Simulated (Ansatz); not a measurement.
# CHCuN: the cost of one run

The runs use Ansatz 0.2.0, Gaussian basis; revPBE-D4/def2-SVP.

## (1) The system as given

The start, a pair relaxed at PBE0-D4: SMILES `[Cu+].C#N`, 4 atoms, charge 1, spin multiplicity 1.

Atoms are counted from 1 here; the program's logs count them from 0.

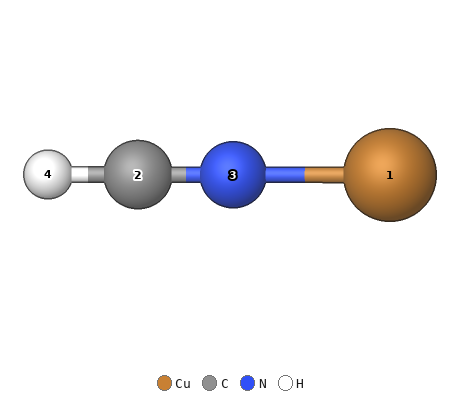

Start geometry, drawn with copper orange, carbon grey, nitrogen blue, hydrogen white; atoms are numbered from 1 in the order of the file.

Coordinates:

```xyz
4
charge 1, multiplicity 1
Cu   -1.63587    1.48191   -0.41545
C     0.56073   -0.50794    0.14241
N    -0.26914    0.24383   -0.06834
H     1.34428   -1.21779    0.34138
```

## (2) Dynamics

md/in.yaml

```yaml
crystal:
  periodic: [false, false, false]
  atoms:
    - {symbol: Cu, position_ang: [-1.635869, 1.481905, -0.415452]}
    - {symbol: C, position_ang: [0.560729, -0.507943, 0.142410]}
    - {symbol: N, position_ang: [-0.269139, 0.243828, -0.068340]}
    - {symbol: H, position_ang: [1.344279, -1.217791, 0.341382]}
basis:
  gaussian: {orbitals: def2-SVP}
total_charge: 1
hamiltonian: {xc: {name: revPBE}, dispersion: d4}
md: {n_steps: 60, timestep: 0.75, temperature: 200, ensemble: nvt_langevin, seed: 872, friction: 0.002, initial_velocities: maxwell_boltzmann}
```

On the command line:

```sh
$ ansatz run in.yaml --threads 2 --pin off --events-out ev --progress --plain --max-ram 5222MiB
```

**Question.** How long does this run take on 2 threads of Arm Neoverse N1, shared host?

About 84 s.
